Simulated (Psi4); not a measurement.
# InF (SMILES [F][In]): MP2/def2-TZVP (density fitting, core potential, density fitting for correlation, sweep point 3)

What is the energy change on altering one bond length of InF at MP2/def2-TZVP (density fitting, core potential, density fitting for correlation, sweep point 3)? 

The calculation is run with Psi4 1.11.

**1. The system as given**

InF has 2 atoms, charge 0, and is taken as a singlet. As SMILES, `[F][In]`. Geometry: a GFN2-xTB relaxation, a rough one for these elements and not checked as a minimum.

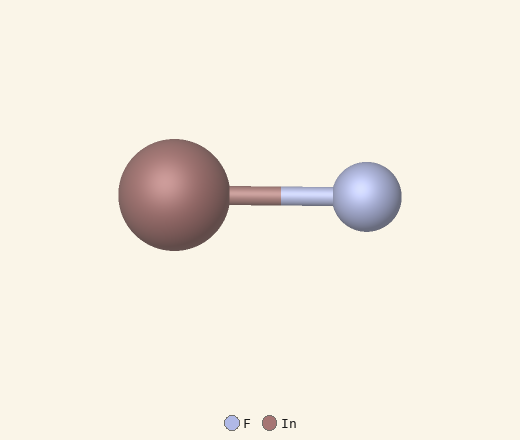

Viewed from a chosen angle; fluorine light blue, indium brown.

**2. The energy at MP2/def2-TZVP (density fitting, core potential, density fitting for correlation, sweep point 3)**

The input, fin.py:

```python
import psi4

psi4.set_memory('1600 MB')
psi4.set_num_threads(1)
psi4.core.set_output_file('psi4.out', False)

geom = psi4.geometry("""
0 1
F      0.00000000     0.00000000     0.00000000
In     0.00000000     0.00000000     3.82762137
units bohr
symmetry c1
""")

psi4.set_options({
    'puream': True,
    'scf_type': 'df',
    'num_frozen_docc': 5,
})

e_tot, wfn = psi4.energy("mp2/def2-TZVP", molecule=geom, return_wfn=True)
print(f'mp2/def2-TZVP energy: {e_tot:.10f} Eh')
for k, v in sorted(psi4.core.scalar_variables().items()):
    print(f'{k:45s} {v:18.10f}')
```

Launch:

```bash
$ python fin.py
```

psi4.out, cut to the lines that bear on the results:

```text
[...]
    !!!  WARNING: ECP capability is in beta. Please check occupations closely.  !!!
[...]
  Running in c1 symmetry.
[...]
  Nuclear repulsion =   49.377924755394496
[...]
  Multiplicity = 1
[...]
  Nalpha       = 15
  Nbeta        = 15
[...]
    Number of basis functions: 81
[...]
   @DF-RHF iter   1:  -288.63719245956759   -1.43085e+00   7.00301e-03 ADIIS/DIIS
[...]
   @DF-RHF iter  11:  -288.75524403897947   -1.13118e-11   4.67310e-09 DIIS
[...]
    Orbital Energies [Eh]
    ---------------------
    Doubly Occupied:
       1A    -26.173383     2A     -5.385961     3A     -3.642258
       4A     -3.642258     5A     -3.634362     6A     -1.442663
       7A     -1.029749     8A     -1.029749     9A     -1.022334
      10A     -1.022334    11A     -1.020000    12A     -0.570617
      13A     -0.531577    14A     -0.531577    15A     -0.353886
[...]
  @DF-RHF Final Energy:  -288.75524403897947
   => Energetics <=
    Nuclear Repulsion Energy =             49.3779247553944955
    One-Electron Energy =                -574.2009173025777500
    Two-Electron Energy =                 236.0677485082038061
    Total Energy =                       -288.7552440389794697
[...]
 Multipole Moments:
 ------------------------------------------------------------------------------------
     Multipole            Electronic (a.u.)      Nuclear  (a.u.)        Total (a.u.)
 ------------------------------------------------------------------------------------
 L = 1.  Multiply by 2.5417464519 to convert [e a0] to [Debye]
 Dipole X            :          0.0000001            0.0000000            0.0000001
 Dipole Y            :         -0.0000000            0.0000000           -0.0000000
 Dipole Z            :         19.5412336          -18.1564068            1.3848267
 Magnitude           :                                                    1.3848267
[...]
```

The script printed:

```text
mp2/def2-TZVP energy: -289.2784188441 Eh
CURRENT CORRELATION ENERGY                         -0.5231748051
CURRENT ENERGY                                   -289.2784188441
CURRENT REFERENCE ENERGY                         -288.7552440390
CUSTOM SCS-MP2 CORRELATION ENERGY                  -0.4890799954
CUSTOM SCS-MP2 TOTAL ENERGY                      -289.2443240343
DD SOLVATION ENERGY                                 0.0000000000
HF KINETIC ENERGY                                 172.9563166055
HF POTENTIAL ENERGY                              -461.7115606445
HF TOTAL ENERGY                                  -288.7552440390
HF VIRIAL RATIO                                     2.6695270211
MP2 CORRELATION ENERGY                             -0.5231748051
MP2 DOUBLES ENERGY                                 -0.5231748051
MP2 OPPOSITE-SPIN CORRELATION ENERGY               -0.3631019927
MP2 SAME-SPIN CORRELATION ENERGY                   -0.1600728124
MP2 SINGLES ENERGY                                 -0.0000000000
MP2 TOTAL ENERGY                                 -289.2784188441
NUCLEAR REPULSION ENERGY                           49.3779247554
ONE-ELECTRON ENERGY                              -574.2009173026
PCM POLARIZATION ENERGY                             0.0000000000
PE ENERGY                                           0.0000000000
SCF ITERATION ENERGY                             -288.7552440390
SCF ITERATIONS                                     11.0000000000
SCF TOTAL ENERGY                                 -288.7552440390
SCS-MP2 CORRELATION ENERGY                         -0.4890799954
SCS-MP2 TOTAL ENERGY                             -289.2443240343
TWO-ELECTRON ENERGY                               236.0677485082
```

Run time: 4.2 s. Hardware: 1 thread of Intel Xeon Platinum 8488C (Sapphire Rapids), shared host; peak memory 0.21 GiB.

**3. The distorted shape at the same level**

The input, job.py:

```python
import psi4

psi4.set_memory(1600000000)
psi4.set_num_threads(1)
psi4.set_output_file('psi4.out', False)

m = psi4.geometry("""
F      0.00000000     0.00000000    -1.91374454
In     0.00000000     0.00000000     3.82762137
units bohr
symmetry c1
""")

psi4.set_options({
    'basis': 'def2-TZVP',
    'reference': 'rhf',
    'puream': True,
    'scf_type': 'df',
    'num_frozen_docc': 5,
})

e_tot, wfn = psi4.energy("mp2", return_wfn=True)
print('E =', round(e_tot, 9))
```

Launch:

```bash
$ python job.py
```

psi4.out, cut to the lines that bear on the results:

```text
[...]
    !!!  WARNING: ECP capability is in beta. Please check occupations closely.  !!!
[...]
  Running in c1 symmetry.
[...]
  Nuclear repulsion =   32.918995751657285
[...]
  Multiplicity = 1
[...]
  Nalpha       = 15
  Nbeta        = 15
[...]
    Number of basis functions: 81
[...]
   @DF-RHF iter   1:  -288.52945049761109   -1.46799e+00   7.34226e-03 DIIS/ADIIS
[...]
   @DF-RHF iter  11:  -288.66352110234527   -4.05862e-11   8.26995e-09 DIIS
[...]
    Orbital Energies [Eh]
    ---------------------
    Doubly Occupied:
       1A    -26.033655     2A     -5.461571     3A     -3.715170
       4A     -3.715170     5A     -3.712074     6A     -1.278989
       7A     -1.100266     8A     -1.100266     9A     -1.096900
      10A     -1.096900    11A     -1.095679    12A     -0.462118
      13A     -0.387728    14A     -0.387728    15A     -0.371550
[...]
  @DF-RHF Final Energy:  -288.66352110234527
   => Energetics <=
    Nuclear Repulsion Energy =             32.9189957516572846
    One-Electron Energy =                -541.1335061970885363
    Two-Electron Energy =                 219.5509893430860018
    Total Energy =                       -288.6635211023452712
[...]
 Multipole Moments:
 ------------------------------------------------------------------------------------
     Multipole            Electronic (a.u.)      Nuclear  (a.u.)        Total (a.u.)
 ------------------------------------------------------------------------------------
 L = 1.  Multiply by 2.5417464519 to convert [e a0] to [Debye]
 Dipole X            :         -0.0000000            0.0000000           -0.0000000
 Dipole Y            :         -0.0000000            0.0000000           -0.0000000
 Dipole Z            :         31.5064821          -27.2342965            4.2721856
 Magnitude           :                                                    4.2721856
[...]
```

On the terminal:

```text
E = -289.186970463
```

Wall time 3.3 s (1 thread of Intel Xeon Platinum 8488C (Sapphire Rapids), shared host); peak memory 0.2 GiB.

**4. Results**

At MP2/def2-TZVP (density fitting, core potential, density fitting for correlation, sweep point 3), 5 core orbitals frozen:

| quantity | value |
| --- | --- |
| first shape: total energy | -289.27842 Eh |
| first shape: HOMO energy (Hartree–Fock orbitals) | -9.63 eV |
| first shape: LUMO energy (Hartree–Fock orbitals) | 0.51 eV |
| first shape: HOMO–LUMO gap (Hartree–Fock orbitals) | 10.14 eV |
| first shape: correlation energy (5 core orbitals frozen) | -523.2 mEh |
| distorted shape: total energy | -289.18697 Eh |
| distorted shape: HOMO energy (Hartree–Fock orbitals) | -10.11 eV |
| distorted shape: LUMO energy (Hartree–Fock orbitals) | -0.64 eV |
| distorted shape: HOMO–LUMO gap (Hartree–Fock orbitals) | 9.48 eV |
| distorted shape: correlation energy (5 core orbitals frozen) | -523.4 mEh |
| energy change with the F1–In2 bond stretched from 2.025 to 3.038 Å | 2.488 eV |

What this shows: With the F1–In2 bond stretched from 2.025 to 3.038 Å the energy rises by 2.49 eV (240 kJ/mol). The first shape isn't relaxed at this level, so the change isn't measured from a minimum.
